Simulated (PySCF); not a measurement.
## A study: BFH2, SMILES `FB`

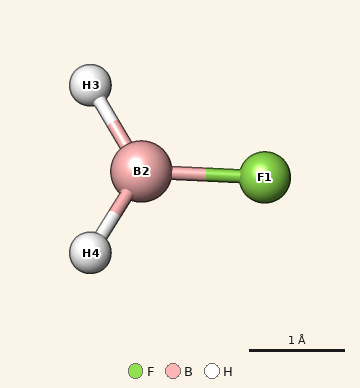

The molecule, with its atoms numbered as below. No frequency check shows the geometry to be a minimum.

Cartesian coordinates (Å):

```
F1      -0.6384    0.0000    0.0000
B2       0.6668    0.0000    0.0000
H3       1.2056   -1.0405    0.0000
H4       1.2056    1.0405    0.0000
```

## 1. Bonding charge

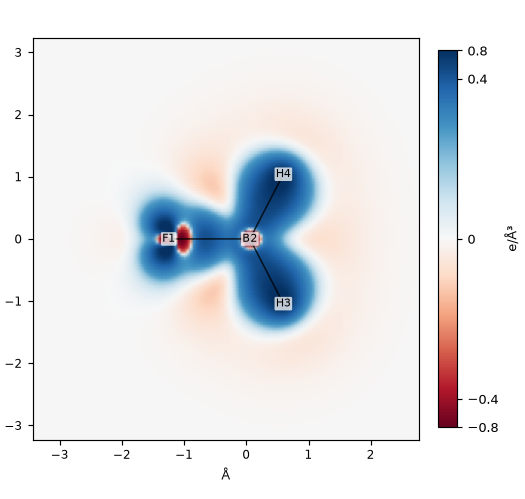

Deformation density (molecule less spherical, spin-averaged free atoms) in the molecular plane; colour scale in e/Å³, logarithmic beyond ±0.1; blue: gain, red: loss.

PySCF calculation, PBE/def2-TZVP, gas phase; geometry: GFN2-xTB.

How much density has each bond in this plane gained at its critical point, relative to the free atoms?

Answer. B2–H3 and B2–H4: +0.54 e/Å³ at the bond critical point (bond length 1.17 Å, Mayer order 1.0). F1–B2: +0.28 e/Å³ at the bond critical point (bond length 1.30 Å, Mayer order 1.3). In all, 0.9 electrons gather in the regions of gain relative to the promolecule.

Where do the Hirshfeld charges lie?

Answer. The highest Hirshfeld charge is on B2 (+0.21 e), the lowest on F1 (−0.10 e).

```tsv
atom	charge (e)
F1	−0.10
B2	+0.21
H3	−0.06
H4	−0.06
```

## 2. Local ionisation energy

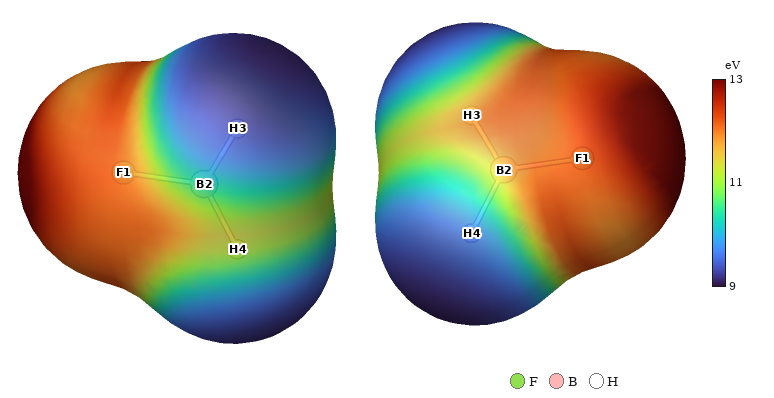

Average local ionisation energy on the surface of electron density 0.001 a.u. (back view left, front view right).

Where are the most loosely bound electrons on this surface?

Answer. The lowest value is 9.1 eV, 1.4 Å from H3, and at like points elsewhere. For comparison, the highest occupied orbital lies at −7.7 eV.

What volume does the surface enclose, and what is the dipole moment?

Answer. About 48 Å³; the dipole moment is 0.6 D.

## 3. In an electric field

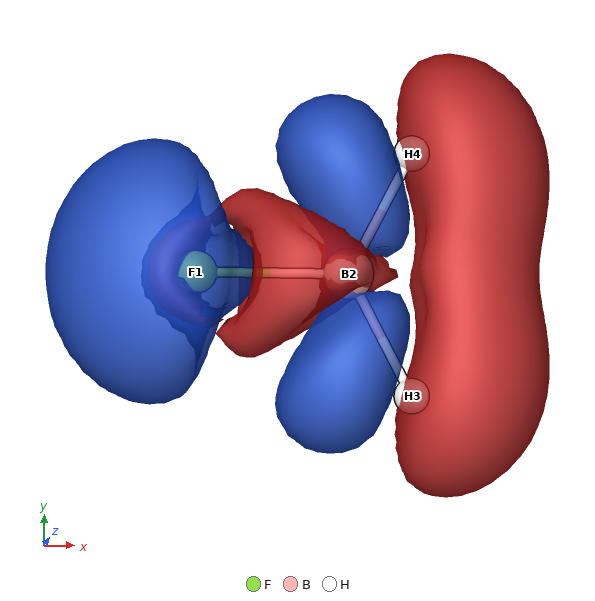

Change of the electron density in a uniform field of 0.21 V/Å, surfaces at ±0.0008 e/Å³ (red: gain, blue: loss).

PySCF calculation, PBE/def2-TZVP, gas phase; geometry: GFN2-xTB. A basis without diffuse functions makes polarisabilities too small.

The field was applied in both directions; the picture shows the one opposite to the script's first.

Along which Cartesian direction does the field point?

Answer. Along −x: electrons gather on the +x side, against the field.

How large is the response?

Answer. The induced dipole is 0.18 D (along the field); α along this axis, from the fields in both directions, is 17 bohr³ (2.6 Å³).

## 4. Removing or adding an electron

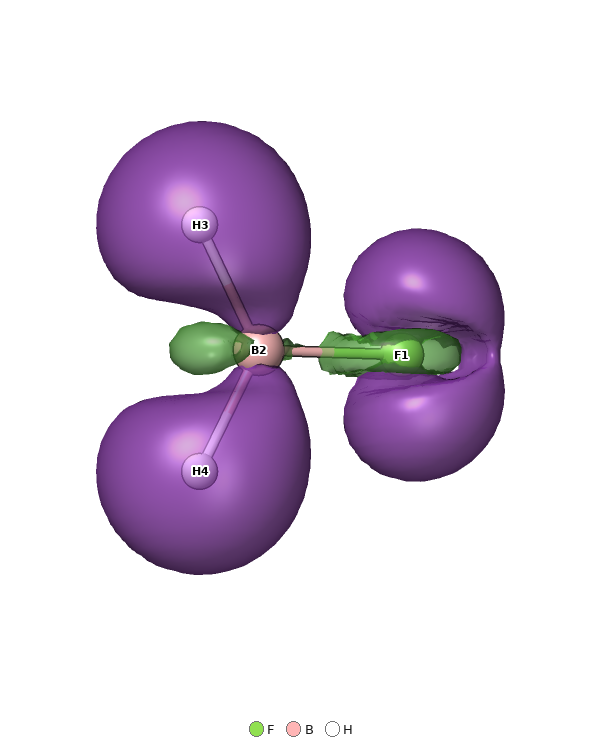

Fukui function f⁻ = ρ(N) − ρ(N−1) at fixed geometry, surfaces at ±0.03 e/Å³ (purple positive, green negative).

Level of theory: PBE/def2-TZVP (PySCF), at a geometry from GFN2-xTB.

On which atoms does the density change most on removal of an electron?

Answer. f⁻ (Hirshfeld-condensed) is largest on B2 (0.29), F1 (0.25) and H3 and H4 (0.23 each); the vertical ionisation energy is 12.12 eV. Condensed values hint at sites of electrophilic attack but needn't mark the atom that reacts. Shares this close don't rank the sites. Orbital relaxation makes it negative in places (0.06 e in all).

```json
{"atom": "F1", "f⁻": "+0.25", "charge": "−0.10"}
{"atom": "B2", "f⁻": "+0.29", "charge": "+0.21"}
{"atom": "H3", "f⁻": "+0.23", "charge": "−0.06"}
{"atom": "H4", "f⁻": "+0.23", "charge": "−0.06"}
```
